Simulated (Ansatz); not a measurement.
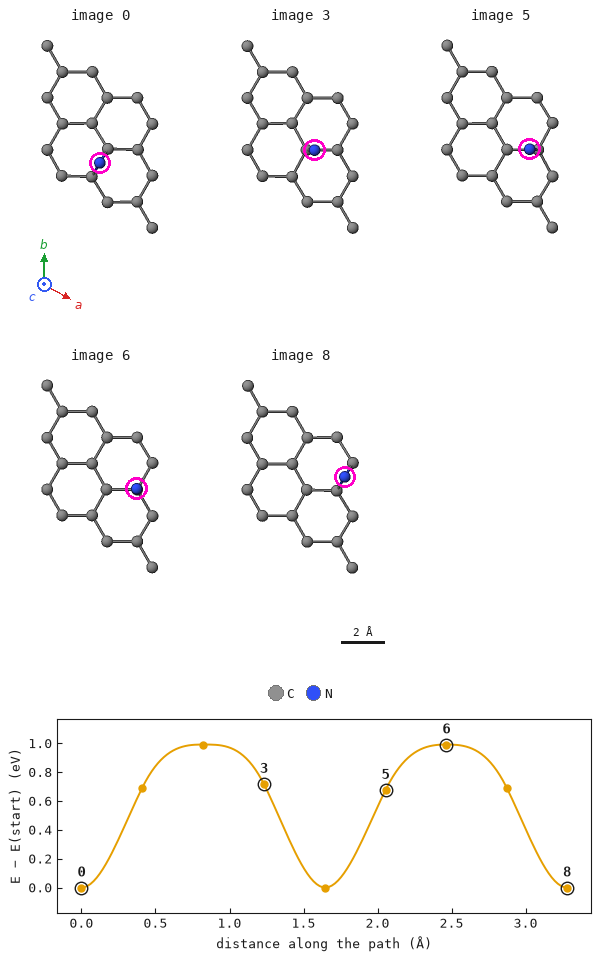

A search for the minimum-energy path of N on graphene monolayer (19 atoms in the cell) by the nudged elastic band. Images are numbered from 0 (start) to 8 (end). A ball-and-stick model of the simulation cell, with the vacuum cut short (origin moved), seen along the c axis. The moving atom is ringed, with any periodic copies. Bonds to atoms that aren't drawn are left out.

Theory: Ansatz 0.2.0, DFT PBE, scalar-relativistic, plane waves, PAW. Set-up: plane-wave cutoff 420 eV; k-point mesh 2 × 2 × 1; Gaussian smearing 0.05 eV; spin collinear; 7 movable images; climbing image; force threshold 0.05 eV/Å; iteration limit 50; starting path by image-dependent pair potential.

What happens along the path, and what is the barrier?

The barrier is about 0.99 eV in both directions, with image 6 at the top; the ends have the same energy. The profile has 2 maxima (images 2, 6) with a dip at image 4 (0.00 eV), so the process runs in steps. The adsorbate starts on a hollow site and hops by a lattice vector of the surface; other mechanisms, such as exchange with a surface atom, weren't searched. The path has more than one stage, and so few images may leave a stage unresolved. The N atom travels furthest, 2.47 Å from end to end, on a path that bends up to 0.40 Å away from the straight line. At the highest image its nearest neighbour (C) is 1.46 Å away, against 1.46 Å at the start, and the surrounding atoms stand up to 0.17 Å off the mean of their end positions. Breaking: 2 C–N (1.46 → 2.47–3.52 Å). Forming: 2 C–N (2.47–3.52 → 1.46 Å). The band converged in 15 iterations. The climbing image converged on the top of the path. A check of its curvatures didn't confirm a first-order saddle.

Limits of the set-up: the periodic images lie only 7.4 Å apart, so the values are limited by the cell's size.

The run took 24 min on 2 threads of AMD EPYC 7B13 (Zen 3), with other jobs on the host, peak memory 2.2 GiB.
